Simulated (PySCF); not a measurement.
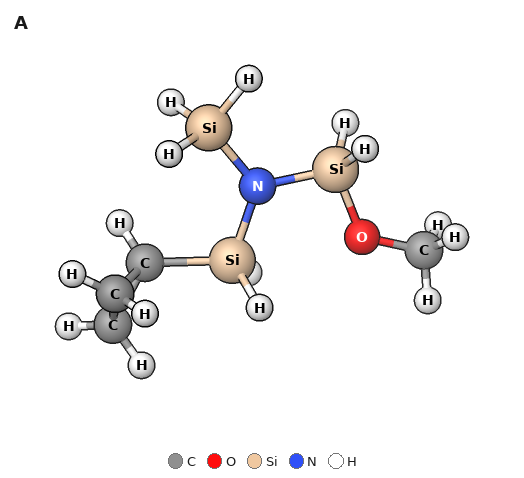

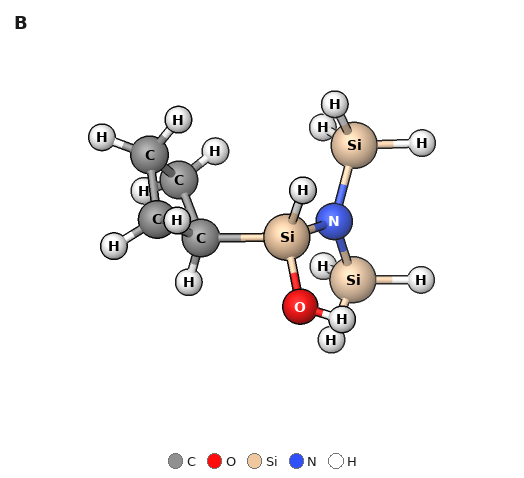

2 stationary structures of one formula. Geometries: GFN2-xTB. Electronic energies: PBE0/pcSseg-1 (PySCF 2.14.0), without zero-point energy. No frequency run is at hand to confirm each as a minimum. Each is one conformer, not always the lowest.

### Rank them by energy, lowest first.

B is lowest; A lies 0.508 eV above it. A is `CO[SiH2]N([SiH3])[SiH2]C1CC1`, B is `O[Si@H](C1CCC1)N([SiH3])[SiH3]`.

The geometry is semi-empirical. Around Si such bond lengths and angles can be off by a tenth of an ångström or more and by several degrees, and values that hang on the shape move with them.
